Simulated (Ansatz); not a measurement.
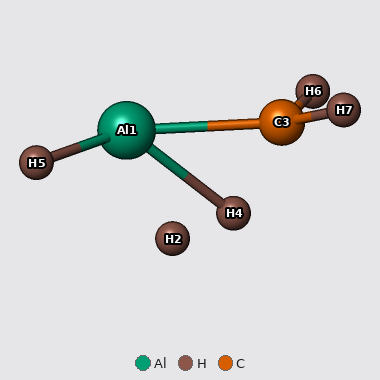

The system is the reacting system CH5Al; the picture shows the reference structure. First axis: distance H2–H4 (bond that forms). Second axis: distance C3–H4 (bond that breaks). Relaxed at each point: all other coordinates. The grid has 9 × 9 points. Points are written as (first, second). Energies are in kJ/mol, from the lowest grid point. The reference is spin-restricted, so regions where a bond is pulled apart into radicals lie too high. Level of theory: RKS r2SCAN-D4/def2-TZVP (Ansatz).

Its coordinates:

```tsv
atom	x (Å)	y (Å)	z (Å)
Al	-0.8989	0.3020	-0.6169
H	-0.9701	-0.6617	1.1350
C	0.8606	-0.1460	-0.1384
H	-0.0747	-0.3111	0.8894
H	-1.7764	1.5983	-0.8727
H	1.0866	-1.2150	-0.1037
H	1.7729	0.4337	-0.2928
```

Range: distance H2–H4 (bond that forms) from 0.666 to 1.866 Å; distance C3–H4 (bond that breaks) from 0.963 to 2.163 Å.

**What landscape does the calculation give?**

The lowest grid point is at (1.866 Å, 1.052 Å). It lies at the edge of the scanned range, so the true minimum may lie outside. The highest grid point, (0.666 Å, 0.963 Å), lies 563 kJ/mol above the lowest. On the interpolated surface the lowest path from the side where the first distance is long, about (1.87 Å, 1.12 Å), to the side where the second distance is long, about (0.80 Å, 2.16 Å), has its top at about (0.94 Å, 1.78 Å), about 210 kJ/mol above the start and 11 kJ/mol above the end.

```
second ↓, first →  0.666  0.755  0.878  1.018  1.171  1.333  1.504  1.682  1.866
            2.163    224    200    203    221    240    251    253    249    241
            1.979    236    209    205    216    228    233    230    222    211
            1.801    256    223    209    210    212    209    201    188    174
            1.630    285    241    215    202    192    180    164    147    130
            1.468    322    266    223    194    170    146    124    102     83
            1.315    368    297    235    188    149    115     84     58     36
            1.175    424    339    259    194    141     95     57     26      1
            1.052    492    398    304    225    159    105     62     27      0
            0.963    563    467    367    280    207    148    101     64     35
```

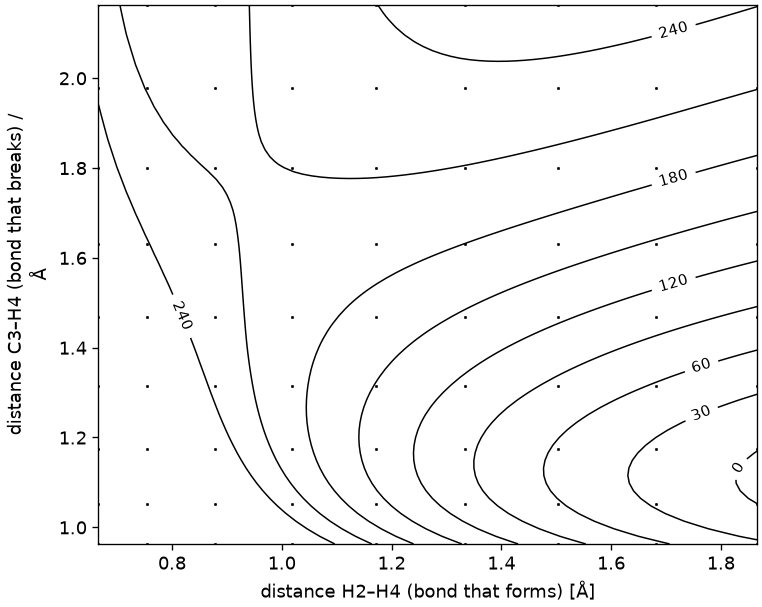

Drawn: contour lines labelled in kJ/mol (none above 240), dots at the grid points. Between grid points the surface is interpolated.

Each point was launched as `ansatz run input.yaml --threads 1 --pin off --max-ram 2560MiB --backend cpu --events-out ev --progress --plain --runs-dir out`. Time for the 81 points that were run: 19 min on 1 thread of Intel(R) Xeon(R) Platinum 8259CL CPU @ 2.50GHz (Skylake/Cascade Lake), with other jobs on the host.
